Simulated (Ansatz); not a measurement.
The calculation's input:

```
crystal:
  periodic: [false, false, false]
  atoms:
    - {symbol: F, position_ang: [-0.447083, -0.082184, 1.491262]}
    - {symbol: Si, position_ang: [0.040671, 0.001695, -0.001766]}
    - {symbol: F, position_ang: [-0.597060, 1.281427, -0.657249]}
    - {symbol: F, position_ang: [-0.495894, -1.263340, -0.767179]}
    - {symbol: H, position_ang: [1.499366, 0.062413, -0.065058]}
basis:
  gaussian: {orbitals: def2-TZVPP}
hamiltonian: {xc: pbe0, dispersion: d4}
output: {orbitals: {seedname: orbitals}}
```

Run with:

```sh
ansatz run in.yaml --threads 2 --pin off --events-out ev --progress --plain --max-ram 32768MiB --backend cpu
```

Geometry: PBE0-D4/def2-TZVP.

Theory: RKS PBE0-D4/def2-TZVPP in Ansatz 0.2.0.

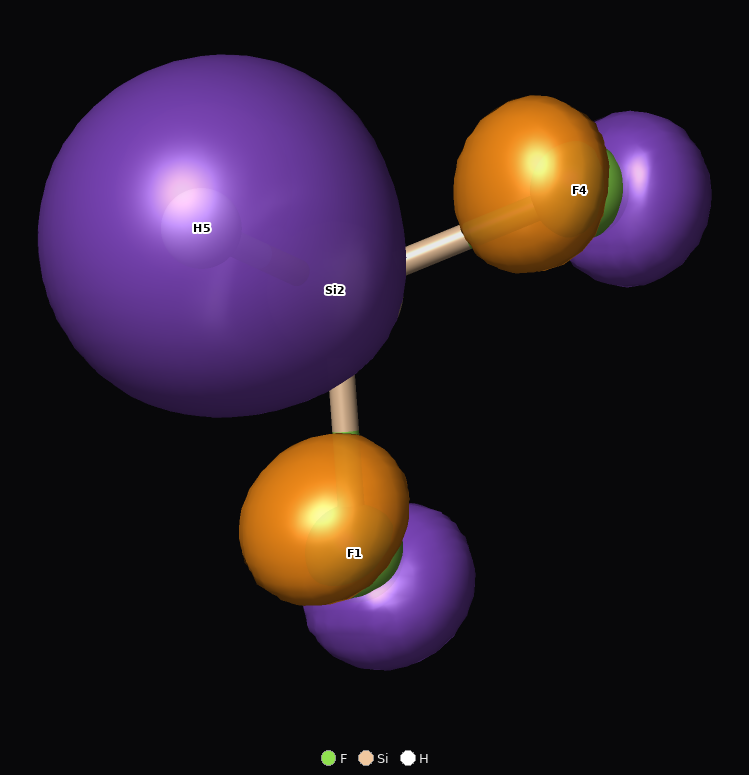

F$_{3}$HSi. The HOMO at ±0.15 Å⁻³ᐟ² (orange and purple are the two phases), seen at a tilt.

**What is the character of this orbital?**

Its weight (Hirshfeld) is mainly on H5 (about 35 %), Si2 (about 30 %), F3 (about 10 %), F1 (about 10 %) and F4 (about 10 %). Its energy is −11.22 eV.
